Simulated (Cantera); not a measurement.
Feed: 1 mol B2H6, a varied amount of H2O, held at 1700 K and 2.60 mbar.

Equilibrium computed with Cantera from the NASA thermochemical tables; the gas is ideal and each condensed phase is pure. Candidate condensed phases: B, B2O3, B3O3H3, H2O; 23 gas species. The feed counts by its element totals alone. The tables' values for BH2 are old estimates; treat these amounts as uncertain. Kinetics and transport are ignored.

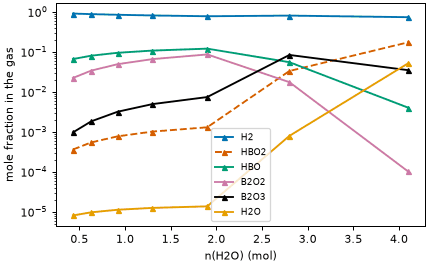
*Equilibrium gas composition (values under 1e-9 drawn at 1e-9)*

**Question.** Read off the mole fractions at 1.3 mol H2O.

**Answer.** H2 about 0.81, HBO about 0.11, B2O2 about 0.066, B2O3 about 0.0049, HBO2 about 0.0010, H2O about 1.2e-5.
